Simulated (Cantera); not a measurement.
A closed system holds: 1 mol MgO, 23 mol HCl, a varied amount of H₂, held at 1302 °C and 0.00133 bar.

These are equilibrium values from Cantera (NASA tables, ideal gas, pure condensed phases), not measurements of a reactor. Candidate condensed phases: H₂O, Mg, MgCl₂, MgO, Mg(OH)₂; 22 gas species. Rates play no part.

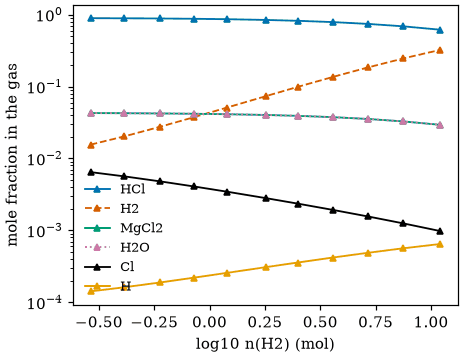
Figure: Equilibrium gas composition (values under 1e-9 drawn at 1e-9)

**Question.** Read off the mole fractions at 1.8 mol H₂.

**Answer.** HCl about 0.84, H₂ about 0.074, H₂O about 0.040, MgCl₂ about 0.040, Cl about 0.0028, H about 0.00031.
